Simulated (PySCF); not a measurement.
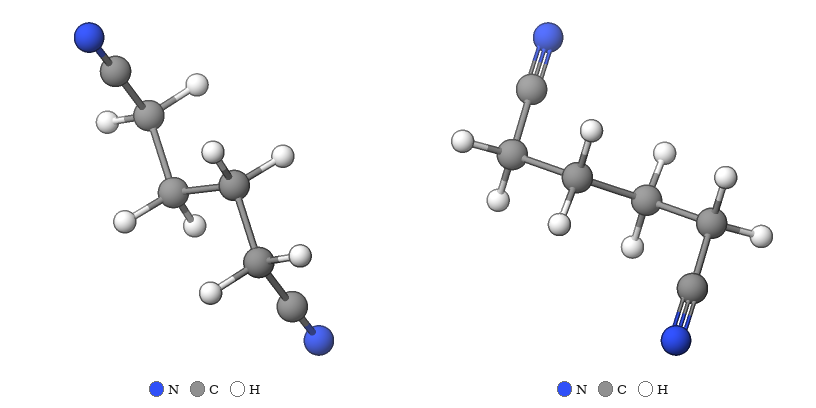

Two views of one molecule.

The computed structure is the end point of a GFN2-xTB optimisation. No frequency run is at hand to confirm it as a minimum.

Description:

It has 16 atoms: 6 carbon, 8 hydrogen and 2 nitrogen (C₆H₈N₂). Its SMILES string is `N#CCCCCC#N`. It has no ring. Among its groups: nitrile. This geometry has Ci symmetry. Coordination: 2 C linear; 4 C tetrahedral.

The parts below concern this one geometry. Atoms keep their numbers from picture to picture.

### Shape

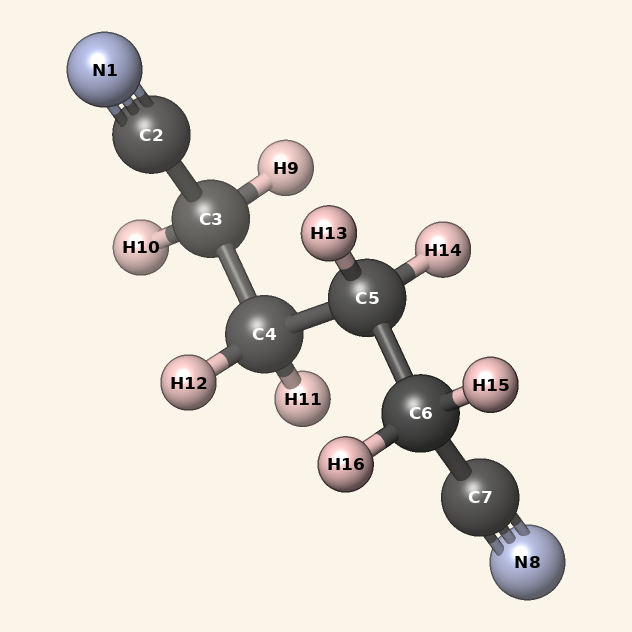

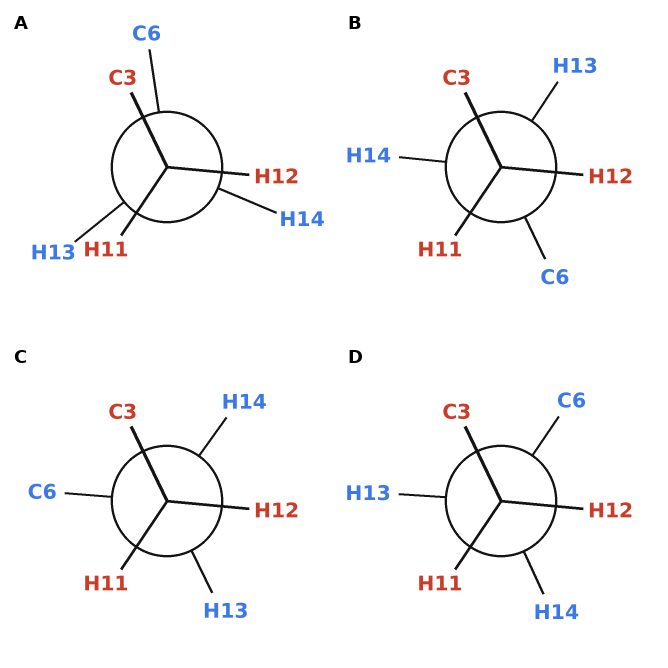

Depth is shown by fading: the farther an atom, the more it takes the colour of the background. Bonds that would overlap in a projection are set slightly apart. No frequency run is at hand to confirm it as a minimum.

**Which Newman projection shows the view along C4–C5, with C4 in front?**

B. The torsion angle C3–C4–C5–C6 is 180°, antiperiplanar (anti).

### Quadrupole coupling

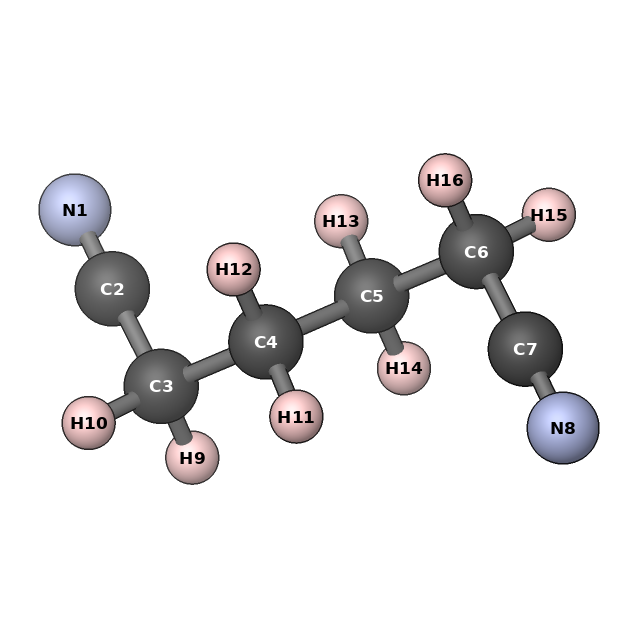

No frequency run is at hand to confirm it as a minimum. Electric field gradients from the ground-state density, PBE0/pcSseg-1 (PySCF 2.14.0), non-relativistic apart from any core potentials.

Give the largest field-gradient component, the quadrupole coupling constant and the asymmetry for 14N at N1 (Q = 20.44 mb), 2H at H9 (Q = 2.86 mb), 2H at H10 (Q = 2.86 mb), 2H at H11 (Q = 2.86 mb), 2H at H12 (Q = 2.86 mb).

```json
{"atom": "N1", "V_zz (a.u.)": "−0.970", "e²qQ/h (MHz)": "−4.66", "η": "0.03"}
{"atom": "H9", "V_zz (a.u.)": "0.295", "e²qQ/h (MHz)": "0.199", "η": "0.03"}
{"atom": "H10", "V_zz (a.u.)": "0.297", "e²qQ/h (MHz)": "0.200", "η": "0.03"}
{"atom": "H11", "V_zz (a.u.)": "0.295", "e²qQ/h (MHz)": "0.198", "η": "0.04"}
{"atom": "H12", "V_zz (a.u.)": "0.297", "e²qQ/h (MHz)": "0.199", "η": "0.04"}
```

### Bond orders

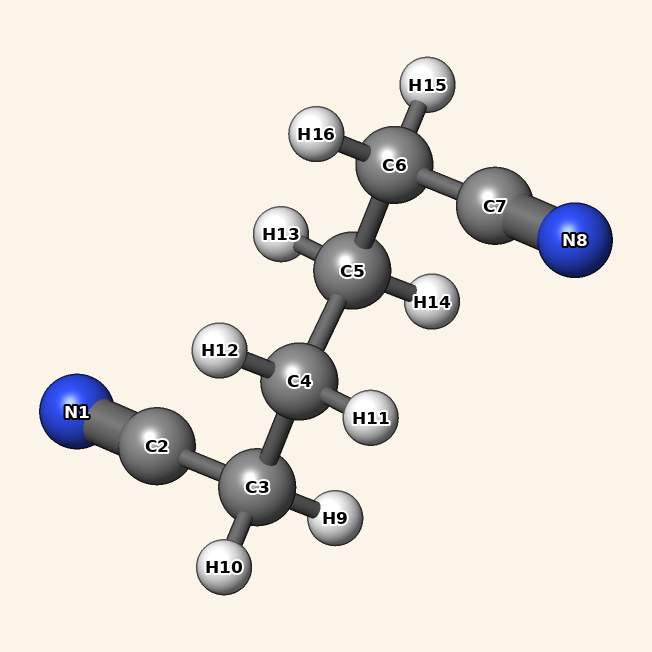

The thickness of each stick grows with its Mayer bond order. No frequency run is at hand to confirm it as a minimum. Level of theory: PBE0/pcSseg-1 (PySCF 2.14.0).

**Which bond has the highest Mayer bond order?**

N1–C2 and C7–N8, 3.04, at a length of 1.143 Å.

List the Mayer bond orders of C4–C5, C3–C4, C4–H11, C4–H12, C2–C3, C3–H10, C3–H9, N1–C2 (one bond of each equivalent set).

```csv
bond,Mayer order,length (Å)
C4–C5,1.01,1.528
C3–C4,1.05,1.534
C4–H11,0.94,1.093
C4–H12,0.94,1.093
C2–C3,1.00,1.441
C3–H10,0.93,1.093
C3–H9,0.92,1.094
N1–C2,3.04,1.143
```

### NMR shielding

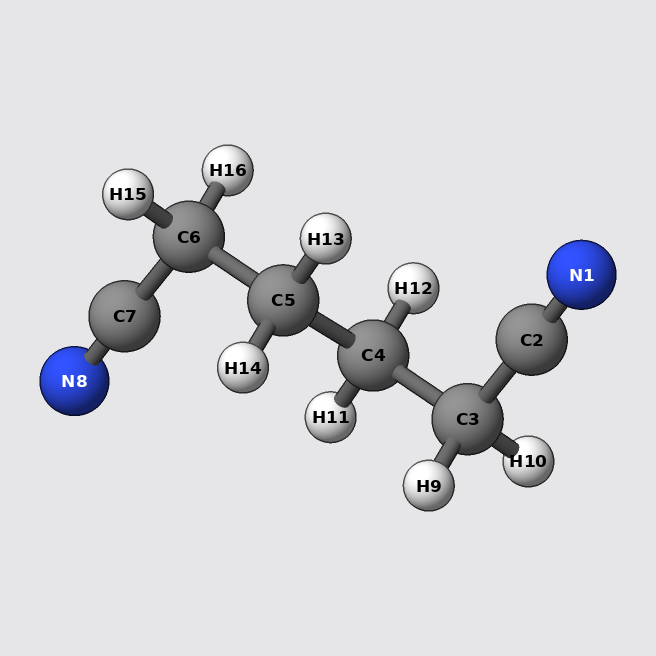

No frequency run is at hand to confirm it as a minimum. Method: GIAO PBE0/pcSseg-1 NMR shielding, non-relativistic, gas phase (PySCF 2.14.0). Principal shieldings σ11 ≤ σ22 ≤ σ33, span Ω = σ33 − σ11, skew κ = 3(σiso − σ22)/Ω.

Give the shielding tensors of the N atoms.

| atom | σ11 | σ22 | σ33 | σiso | Ω | κ |
| --- | --- | --- | --- | --- | --- | --- |
| N1, N8 | −204.2 | −196.8 | 300.3 | −33.6 | 504.4 | 0.97 |

Shieldings and span in ppm.
